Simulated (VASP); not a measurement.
# A VASP study of Sc2SiO (r2SCAN): structure first, properties next, part 2 of 3

Aim: relax Sc2SiO, then compute properties on the relaxed cell. The cell is invented: it takes the structure of a Materials Project entry for Sc2CO (space group 166 there), with some of its atoms replaced by other elements, volume scaled by an estimate. It may not be a known or stable phase.

VASP 6.6.1; r2SCAN; plane waves and PAW (Sc_sv, Si, O); invented cell.

So far. Step 2 (Rough relaxation of the start cell): It ends with a largest force of 0.032 eV/Å and a pressure of 0.28 GPa. The relaxed cell has a = 3.220, c = 19.646 Å (conventional setting).

### Step 3. Full relaxation (r2SCAN)

Properties are meant for the cell that this level of theory prefers, so cell and atoms are relaxed first (ISIF = 3) until forces and stress are small; EDIFFG sets the threshold.

Input file INCAR:

```
SYSTEM = Sc2SiO
PREC = Accurate
ENCUT = 520
EDIFF = 1E-06
NELM = 100
ISMEAR = 0
SIGMA = 0.05
LREAL = .FALSE.
ALGO = Normal
METAGGA = R2SCAN
LASPH = .TRUE.
NBANDS = 22
LORBIT = 11
LWAVE = .FALSE.
LCHARG = .FALSE.
KPAR = 2
IBRION = 2
NSW = 60
ISIF = 3
EDIFFG = -0.01
```

Input file POSCAR:

```
Sc2SiO
1.0
    1.6100202343      0.9295449965      6.5485061357
   -1.6100202343      0.9295449965      6.5485061357
    0.0000000000     -1.8590911162      6.5485061674
Sc Si O
2 1 1
Direct
    0.2691728097      0.2691728097      0.2691728103
    0.7308271903      0.7308271903      0.7308271897
    0.5000000000      0.5000000000      0.5000000000
    0.0000000000      0.0000000000      0.0000000000
```

Input file KPOINTS:

```
Automatic mesh
0
Gamma
8 8 8
0 0 0
```

The projector-augmented-wave data sets are Sc_sv, Si and O (PBE family, release 64).

The run is started by

```bash
> mpirun -np 2 vasp_std
```

What it wrote:

```text
[banner, memory and clock lines left out]
running    2 mpi-ranks, on    1 nodes
 distrk:  each k-point on    1 cores,    2 groups
 distr:  one band on    1 cores,    1 groups

 POSCAR found type information on POSCAR ScSiO
 POSCAR found :  3 types and       4 ions
 [... a notice as in an earlier step ...]

 LDA part: xc-table for (None), standard interpolation
 POSCAR, INCAR and KPOINTS ok, starting setup
 FFT: planning ... GRIDC
 FFT: planning ... GRID_SOFT
 FFT: planning ... GRID
 WAVECAR not read
 entering main loop
       N       E                     dE             d eps       ncg     rms          rms(c)
DAV:   1     0.450019805825E+03    0.45002E+03   -0.15180E+04  2884   0.159E+03
DAV:   2    -0.714686336136E+01   -0.45717E+03   -0.44669E+03  3476   0.607E+02
DAV:   3    -0.547273703969E+02   -0.47581E+02   -0.45653E+02  4904   0.194E+02
DAV:   4    -0.564391801233E+02   -0.17118E+01   -0.16885E+01  4664   0.320E+01
DAV:   5    -0.564619123587E+02   -0.22732E-01   -0.22650E-01  4614   0.453E+00    0.173E+01
DAV:   6    -0.444928265107E+02    0.11969E+02   -0.17567E+01  4284   0.544E+01    0.514E+00
DAV:   7    -0.446834814244E+02   -0.19065E+00   -0.11887E+00  4490   0.104E+01    0.338E+00
DAV:   8    -0.447403377759E+02   -0.56856E-01   -0.63203E-01  4180   0.580E+00    0.185E+00
DAV:   9    -0.446877951787E+02    0.52543E-01   -0.13567E-01  4168   0.279E+00    0.595E-01
DAV:  10    -0.446816597491E+02    0.61354E-02   -0.47468E-02  4688   0.132E+00    0.123E-01
DAV:  11    -0.446816128854E+02    0.46864E-04   -0.18338E-03  4186   0.513E-01    0.513E-02
DAV:  12    -0.446816494233E+02   -0.36538E-04   -0.13346E-04  4112   0.141E-01    0.357E-02
DAV:  13    -0.446816649909E+02   -0.15568E-04   -0.33741E-05  4242   0.570E-02    0.334E-02
DAV:  14    -0.446816460976E+02    0.18893E-04   -0.98666E-05  3680   0.699E-02    0.285E-03
DAV:  15    -0.446816463828E+02   -0.28517E-06   -0.38325E-06  3156   0.214E-02
   1 F= -.44681646E+02 E0= -.44679865E+02  d E =-.446816E+02
 curvature:   0.00 expect dE= 0.000E+00 dE for cont linesearch  0.000E+00
 trial: gam= 0.00000 g(F)=  0.283E-02 g(S)=  0.349E-02 ort = 0.000E+00 (trialstep = 0.100E+01)
 search vector abs. value=  0.631E-02
 bond charge predicted
       N       E                     dE             d eps       ncg     rms          rms(c)
DAV:   1    -0.447063736855E+02   -0.24728E-01   -0.14833E+00  4370   0.223E+01    0.139E+00
DAV:   2    -0.446863226007E+02    0.20051E-01   -0.13205E-01  4034   0.392E+00    0.359E-01
DAV:   3    -0.446840902974E+02    0.22323E-02   -0.74723E-03  4488   0.107E+00    0.162E-01
DAV:   4    -0.446836412479E+02    0.44905E-03   -0.19695E-03  4352   0.535E-01    0.762E-02
DAV:   5    -0.446836279987E+02    0.13249E-04   -0.23183E-04  5046   0.179E-01    0.385E-02
DAV:   6    -0.446836130351E+02    0.14964E-04   -0.30753E-05  4670   0.664E-02    0.140E-02
DAV:   7    -0.446836100819E+02    0.29532E-05   -0.11771E-05  3656   0.347E-02    0.677E-03
DAV:   8    -0.446836095204E+02    0.56146E-06   -0.44495E-06  3592   0.210E-02
   2 F= -.44683610E+02 E0= -.44681942E+02  d E =-.196314E-02
[...]
3 F= -.44683914E+02 E0= -.44682213E+02  d E =-.226796E-02
[...]
4 F= -.44684661E+02 E0= -.44683102E+02  d E =-.747031E-03
[...]
5 F= -.44684760E+02 E0= -.44683281E+02  d E =-.846104E-03
[...]
6 F= -.44684762E+02 E0= -.44683290E+02  d E =-.847636E-03
 curvature:  -0.86 expect dE=-0.792E-04 dE for cont linesearch -0.289E-08
 trial: gam= 0.08422 g(F)=  0.283E-07 g(S)=  0.919E-04 ort =-0.215E-05 (trialstep = 0.104E+01)
 search vector abs. value=  0.101E-03
 bond charge predicted
       N       E                     dE             d eps       ncg     rms          rms(c)
DAV:   1    -0.446848621702E+02   -0.10055E-03   -0.15503E-02  3370   0.245E+00    0.784E-02
DAV:   2    -0.446848776524E+02   -0.15482E-04   -0.11777E-03  4012   0.401E-01    0.496E-02
DAV:   3    -0.446848449022E+02    0.32750E-04   -0.54522E-05  4860   0.115E-01    0.116E-02
DAV:   4    -0.446848432394E+02    0.16628E-05   -0.82045E-06  4386   0.316E-02    0.499E-03
DAV:   5    -0.446848428653E+02    0.37415E-06   -0.57453E-07  2294   0.121E-02
   7 F= -.44684843E+02 E0= -.44683417E+02  d E =-.808849E-04
 trial-energy change:   -0.000081  1 .order   -0.000079   -0.000096   -0.000062
 step:   3.0039(harm=  3.0039)  dis= 0.00146  next Energy=   -44.684900 (dE=-0.138E-03)
 reached required accuracy - stopping structural energy minimisation
```

It took 28 min on 2 MPI ranks of Intel Xeon 6975P-C (Granite Rapids), shared host; peak memory 0.95 GiB; 55 min of CPU time.

From OUTCAR (step 3):

```text
  LATTYP: Found a trigonal (rhomboedric) cell.
 ALAT       =     6.8072866595
 COS(alpha) =     0.8881220281

The static configuration has the point symmetry D_3d.

 Found     65 irreducible k-points:

   k-points           NKPTS =     65   k-points in BZ     NKDIM =     65   number of bands    NBANDS=     22

   dimension x,y,z NGX =    54 NGY =   54 NGZ =   54
   dimension x,y,z NGXF=   108 NGYF=  108 NGZF=  108

   ENCUT  =  520.0 eV  38.22 Ry    6.18 a.u.  12.66 12.66 12.66*2*pi/ulx,y,z

   NELECT =      32.0000    total number of electrons

 E-fermi :   7.3638

 k-point     1 :       0.0000    0.0000    0.0000
  band No.  band energies     occupation
    ...
     11      -0.4654      2.00000
     12       0.9508      2.00000
     13       0.9508      2.00000
     14       4.2645      2.00000
     15       6.6760      2.00000
     16       8.3301      0.00000
     17       8.3301      0.00000
     18       8.6919      0.00000
     19       9.2293      0.00000
     20       9.2293      0.00000
    ...

 k-point     2 :       0.1250   -0.0000   -0.0000
  band No.  band energies     occupation
    ...
     11      -0.2555      2.00000
     12       0.7412      2.00000
     13       0.9337      2.00000
     14       4.1503      2.00000
     15       6.8902      2.00000
     16       7.6436      0.00000
     17       8.3570      0.00000
     18       8.3643      0.00000
     19       8.9792      0.00000
     20       8.9901      0.00000
    ...

  Total        0.0301598      0.0301598     -0.0371566      0.0000000      0.0000000      0.0000000
  in kB        0.8176606      0.8176602     -1.0073516      0.0000000      0.0000000      0.0000000
  external PRESSURE =       0.2093231 kB  Pullay stress =       0.0000000 kB

  energy-cutoff  :      520.00
  volume of cell :       59.10
      direct lattice vectors                 reciprocal lattice vectors
     1.612982756  0.931255407  6.557159538     0.309984715  0.178969807  0.050835030
    -1.612982756  0.931255407  6.557159538    -0.309984715  0.178969807  0.050835030
    -0.000000000 -1.862511941  6.557159570     0.000000000 -0.357939611  0.050834999

 POSITION                                       TOTAL-FORCE (eV/Angst)
 -----------------------------------------------------------------------------------
     -0.00000     -0.00000      5.28064         0.000000      0.000000     -0.000773
     -0.00000     -0.00000     14.39084        -0.000000     -0.000000      0.000773
     -0.00000     -0.00000      9.83574         0.000000     -0.000000     -0.000000
      0.00000      0.00000      0.00000        -0.000000     -0.000000      0.000000
 -----------------------------------------------------------------------------------
    total drift:                                0.000000     -0.000000      0.000000

  FREE ENERGIE OF THE ION-ELECTRON SYSTEM (eV)
  ---------------------------------------------------
  free  energy   TOTEN  =       -44.6848428653 eV

  energy  without entropy=      -44.6819915504  energy(sigma->0) =      -44.68341721

 total charge
# of ion       s       p       d       tot
------------------------------------------
    1        2.176   6.166   1.190   9.532
    2        2.176   6.166   1.190   9.532
    3        0.798   0.881   0.000   1.679
    4        1.559   3.488   0.000   5.048
--------------------------------------------------
tot          6.710  16.702   2.381  25.792

[... 2 parts as in an earlier step ...]

[... 7 further parts left out ...]
```

CONTCAR:

```
Sc2SiO
   1.00000000000000
     1.6129827562904351    0.9312554067074823    6.5571595377465313
    -1.6129827562904351    0.9312554067074823    6.5571595377465313
    -0.0000000000000000   -1.8625119405572808    6.5571595697542975
  Sc              Si              O
     2     1     1
Direct
     0.2684413059457154    0.2684413059457154    0.2684413065455632
     0.7315586940542845    0.7315586940542845    0.7315586934544369
     0.5000000000000000    0.5000000000000000    0.5000000000000000
     0.0000000000000000    0.0000000000000000    0.0000000000000000
```

Relaxation path:

| step | energy less that of the first step (eV) | largest force (eV/Å) | pressure (GPa) | volume (Å³) |
| --- | --- | --- | --- | --- |
| 1 | 0.0000 | 0.1711 | 0.83 | 58.80 |
| 2 | -0.0020 | 0.0516 | -0.74 | 59.45 |
| 3 | -0.0023 | 0.0823 | -0.32 | 59.27 |
| 4 | -0.0030 | 0.0288 | -0.08 | 59.15 |
| 5 | -0.0031 | 0.0032 | 0.02 | 59.09 |
| 6 | -0.0031 | 0.0005 | 0.03 | 59.08 |
| 7 | -0.0032 | 0.0008 | 0.02 | 59.10 |

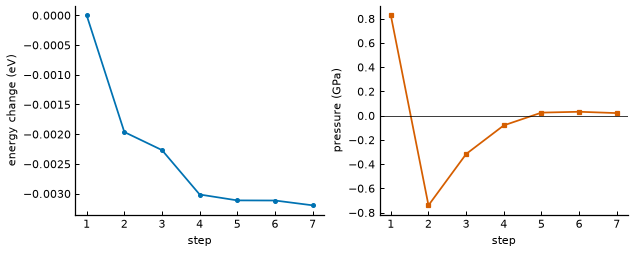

Energy and pressure along the relaxation.

| conventional cell, symmetrised | before | after | change |
| --- | --- | --- | --- |
| a (Å) | 3.220 | 3.226 | +0.2 % |
| b (Å) | 3.220 | 3.226 | +0.2 % |
| c (Å) | 19.646 | 19.671 | +0.1 % |
| volume (Å³/atom) | 14.70 | 14.77 | +0.5 % |

The atoms that moved most (Å, as changes of fractional coordinates times the final cell):

| atom | dx | dy | dz | length |
| --- | --- | --- | --- | --- |
| Sc1 | 0.000 | 0.000 | -0.014 | 0.014 |
| Sc2 | 0.000 | 0.000 | 0.014 | 0.014 |

The relaxed structure:

```
Sc Si O
1.0
     1.61298    0.93126    6.55716
    -1.61298    0.93126    6.55716
     0.00000   -1.86251    6.55716
Sc Si O
2 1 1
Direct
  0.26844 0.26844 0.26844
  0.73156 0.73156 0.73156
  0.50000 0.50000 0.50000
  0.00000 0.00000 0.00000
```

This step gave:

```
irreducible k-points            : 65
energy at zero smearing         : -44.68 eV
Fermi energy                    : 7.364 eV
pressure                        : 0.02093 GPa
SCF cycles over all ionic steps : 51
```

It ends with a largest force of 0.001 eV/Å and a pressure of 0.02 GPa.

### Step 4. Density, ELF and potential (r2SCAN)

The relaxed cell gets a fresh self-consistent run, on a basis set for its own volume, to fix the density and to check the remaining stress.

Edit INCAR of step 3 so:

```diff
@@ -14,7 +14,5 @@
 LWAVE = .FALSE.
-LCHARG = .FALSE.
-KPAR = 2
-IBRION = 2
-NSW = 60
-ISIF = 3
-EDIFFG = -0.01
+LCHARG = .TRUE.
+ISIF = 2
+LELF = .TRUE.
+LVHAR = .TRUE.
```

Input file POSCAR:

```
Sc2SiO
1.0
    1.6129827563      0.9312554067      6.5571595377
   -1.6129827563      0.9312554067      6.5571595377
    0.0000000000     -1.8625119406      6.5571595698
Sc Si O
2 1 1
Direct
    0.2684413059      0.2684413059      0.2684413065
    0.7315586941      0.7315586941      0.7315586935
    0.5000000000      0.5000000000      0.5000000000
    0.0000000000      0.0000000000      0.0000000000
```

KPOINTS is that of step 3.

The run is started by

```bash
> mpirun -np 2 vasp_std
```

What it wrote:

```text
[banner, memory and clock lines left out]
running    2 mpi-ranks, on    1 nodes
 distrk:  each k-point on    2 cores,    1 groups
 distr:  one band on    1 cores,    2 groups

 POSCAR found type information on POSCAR ScSiO
 POSCAR found :  3 types and       4 ions
 [... a notice as in an earlier step ...]

 LDA part: xc-table for (None), standard interpolation
 POSCAR, INCAR and KPOINTS ok, starting setup
 FFT: planning ... GRIDC
 FFT: planning ... GRID_SOFT
 FFT: planning ... GRID
 WAVECAR not read
 entering main loop
       N       E                     dE             d eps       ncg     rms          rms(c)
DAV:   1     0.453527618577E+03    0.45353E+03   -0.15179E+04  2868   0.159E+03
DAV:   2    -0.479737388259E+01   -0.45832E+03   -0.44743E+03  3514   0.603E+02
DAV:   3    -0.546257508833E+02   -0.49828E+02   -0.47761E+02  4896   0.196E+02
DAV:   4    -0.564768034611E+02   -0.18511E+01   -0.18181E+01  4640   0.335E+01
DAV:   5    -0.565009767726E+02   -0.24173E-01   -0.24100E-01  4562   0.483E+00    0.171E+01
DAV:   6    -0.444956544032E+02    0.12005E+02   -0.17734E+01  4210   0.543E+01    0.507E+00
DAV:   7    -0.446864630207E+02   -0.19081E+00   -0.11738E+00  4528   0.106E+01    0.334E+00
DAV:   8    -0.447417874102E+02   -0.55324E-01   -0.61437E-01  4182   0.570E+00    0.182E+00
DAV:   9    -0.446911220335E+02    0.50665E-01   -0.12954E-01  4168   0.269E+00    0.588E-01
DAV:  10    -0.446850744465E+02    0.60476E-02   -0.46969E-02  4688   0.130E+00    0.126E-01
DAV:  11    -0.446850165048E+02    0.57942E-04   -0.19283E-03  4188   0.521E-01    0.486E-02
DAV:  12    -0.446850571104E+02   -0.40606E-04   -0.14819E-04  4328   0.146E-01    0.362E-02
DAV:  13    -0.446850764701E+02   -0.19360E-04   -0.41560E-05  4346   0.581E-02    0.368E-02
DAV:  14    -0.446850542081E+02    0.22262E-04   -0.11978E-04  3664   0.754E-02    0.294E-03
DAV:  15    -0.446850543942E+02   -0.18617E-06   -0.43993E-06  3194   0.224E-02
   1 F= -.44685054E+02 E0= -.44683629E+02  d E =-.285143E-02
```

Elapsed: 7.1 min, on 2 MPI ranks; peak memory 0.59 GiB; 14 min of CPU time.

Parts of OUTCAR (step 4):

```text
  LATTYP: Found a trigonal (rhomboedric) cell.
 ALAT       =     6.8165454013
 COS(alpha) =     0.8880147609

The static configuration has the point symmetry D_3d.

 Found     65 irreducible k-points:

   ENCUT  =  520.0 eV  38.22 Ry    6.18 a.u.  12.67 12.67 12.67*2*pi/ulx,y,z

   NELECT =      32.0000    total number of electrons

 E-fermi :   7.3637

 k-point     1 :       0.0000    0.0000    0.0000
  band No.  band energies     occupation
    ...
     11      -0.4657      2.00000
     12       0.9502      2.00000
     13       0.9502      2.00000
     14       4.2644      2.00000
     15       6.6761      2.00000
     16       8.3302      0.00000
     17       8.3302      0.00000
     18       8.6919      0.00000
     19       9.2293      0.00000
     20       9.2440      0.00000
    ...

 k-point     2 :       0.1250    0.0000   -0.0000
  band No.  band energies     occupation
    ...
     11      -0.2558      2.00000
     12       0.7407      2.00000
     13       0.9331      2.00000
     14       4.1503      2.00000
     15       6.8902      2.00000
     16       7.6437      0.00000
     17       8.3570      0.00000
     18       8.3643      0.00000
     19       8.9792      0.00000
     20       8.9901      0.00000
    ...

  Total        0.0366036      0.0366036     -0.0281265      0.0000000      0.0000000      0.0000000
  in kB        0.9923584      0.9923579     -0.7625369      0.0000000      0.0000000      0.0000000
  external PRESSURE =       0.4073932 kB  Pullay stress =       0.0000000 kB

  energy-cutoff  :      520.00
  volume of cell :       59.10
      direct lattice vectors                 reciprocal lattice vectors
     1.612982756  0.931255407  6.557159538     0.309984715  0.178969807  0.050835030
    -1.612982756  0.931255407  6.557159538    -0.309984715  0.178969807  0.050835030
     0.000000000 -1.862511941  6.557159570     0.000000000 -0.357939611  0.050834999

 POSITION                                       TOTAL-FORCE (eV/Angst)
 -----------------------------------------------------------------------------------
      0.00000     -0.00000      5.28064        -0.000000      0.000000     -0.001685
      0.00000     -0.00000     14.39084        -0.000000     -0.000000      0.001685
      0.00000     -0.00000      9.83574         0.000000     -0.000000     -0.000000
      0.00000      0.00000      0.00000        -0.000000      0.000000     -0.000000
 -----------------------------------------------------------------------------------
    total drift:                                0.000000     -0.000000     -0.000000

  FREE ENERGIE OF THE ION-ELECTRON SYSTEM (eV)
  ---------------------------------------------------
  free  energy   TOTEN  =       -44.6850543942 eV

  energy  without entropy=      -44.6822029682  energy(sigma->0) =      -44.68362868

 total charge
# of ion       s       p       d       tot
------------------------------------------
    1        2.176   6.166   1.190   9.532
    2        2.176   6.166   1.190   9.532
    3        0.798   0.881   0.000   1.679
    4        1.559   3.489   0.000   5.048
--------------------------------------------------
tot          6.710  16.702   2.381  25.792

[... 3 parts as in an earlier step ...]

[... 7 further parts left out ...]
```

This step gave:

```
SCF cycles          : 15
free energy (TOTEN) : -44.69 eV
pressure            : 0.04074 GPa
```

Valence electrons inside each PAW sphere by angular momentum. Sphere charges, by row:

| atom | s (e) | p (e) | d (e) | tot (e) |
| --- | --- | --- | --- | --- |
| Sc1 | 2.176 | 6.166 | 1.19 | 9.532 |
| Sc2 | 2.176 | 6.166 | 1.19 | 9.532 |
| Si3 | 0.798 | 0.881 | 0 | 1.679 |
| O4 | 1.559 | 3.489 | 0 | 5.048 |

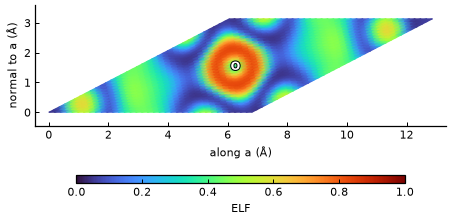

ELF in the ac plane of the cell as run, not the conventional one, at fractional y = 0.000, with atoms of O within 0.2 Å of it. It is the smooth field of the valence electrons, not physical close to the nuclei. The map starts off the cell's origin, so that atoms lie inside it.

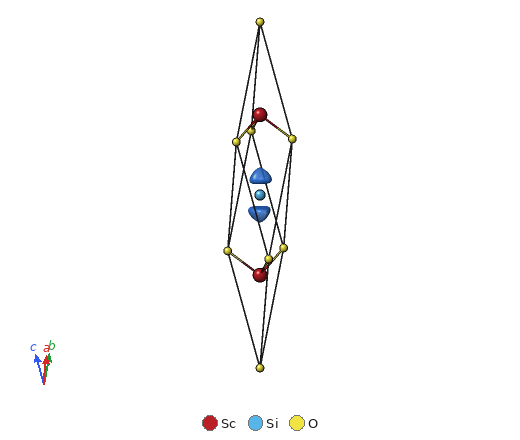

Surface of ELF = 0.84. Drawn on the cell as run, not the conventional one. Bonds to atoms that aren't drawn are left out.

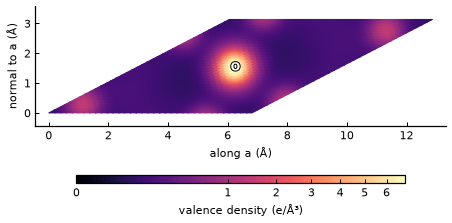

Valence density in the ac plane of the cell as run, not the conventional one, at fractional y = 0.000, with atoms of O within 0.2 Å of it. It is the smooth field of the valence electrons, not physical close to the nuclei. The map starts off the cell's origin, so that atoms lie inside it. The colour scale is stretched toward low values.

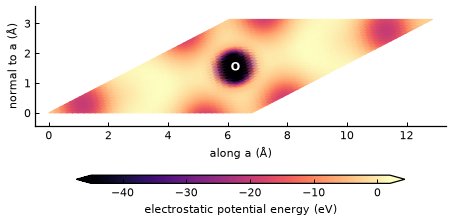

Electrostatic potential energy in the ac plane of the cell as run, not the conventional one, at fractional y = 0.000, with atoms of O within 0.2 Å of it. With pseudopotentials it is smooth inside the atoms' cores, unlike the true potential. The map starts off the cell's origin, so that atoms lie inside it.

In this run the pressure is 0.04 GPa, small enough to go on.

(Continued in part 3 of 3.)

[Lines on the potential files, build, host, timing and source positions are cut from VASP's logs without a mark.]

[Logs are printed without paths, hosts, clocks, repeated set-up lines and the standing remarks that a program may print on its own settings, such as how far it seeks lower states.]

[Hosts, paths, dates, database ids (printed as entryN), source tags and the programs' standing remarks are cut or masked in the printed files.]

[A measured line is paired with the nearest computed mode of its activity, which favours agreement.]
